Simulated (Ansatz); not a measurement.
SnSe (GeS type, space group Pnma)

Space group Pnma (No. 62); a = 11.5358 Å, b = 4.1209 Å, c = 4.5782 Å, α = β = γ = 90.00°

| atom | site | symmetry | x | y | z |
|---|---|---|---|---|---|
| Sn | 4c | .m. | 0.1180 | 0.2500 | 0.1165 |
| Se | 4c | .m. | 0.3535 | 0.2500 | 0.0147 |

E(V) scan at fixed shape, V₀ the volume above. The atoms relax within the cell's symmetry.

All values below come from r2SCAN+rVV10 (plane waves to 500 eV, PAW, scalar-relativistic; Ansatz, an electronic-structure program). k mesh 3×8×7 (Γ-centred), Fermi-Dirac smearing 0.05 eV. Energies are smeared free energies. With the shape held, the modulus is that of even scaling; a crystal free to change shape is softer. SnSe was relaxed with its symmetry unable to fall. The zero of ΔE is the relaxed starting cell.

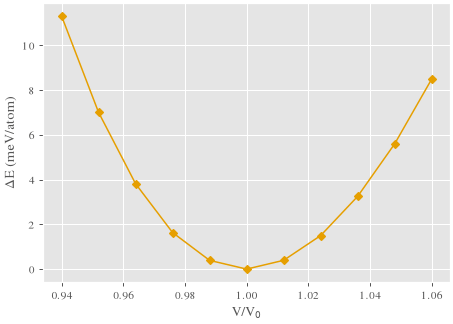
Figure. ΔE (meV/atom) against V/V₀; computed points joined by lines.

**Question.** What is ΔE at V/V₀ = 1.060?

**Answer.** About 8.5 meV/atom.

**Question.** What bulk modulus at fixed cell shape B₀ follows from a third-order Birch-Murnaghan fit?

**Answer.** About 32 GPa.

**Question.** What is ΔE at V/V₀ = 0.940?

**Answer.** About 11 meV/atom.

(Under strain, the slope of the energy per volume gives the stress and its curvature an elastic modulus.)
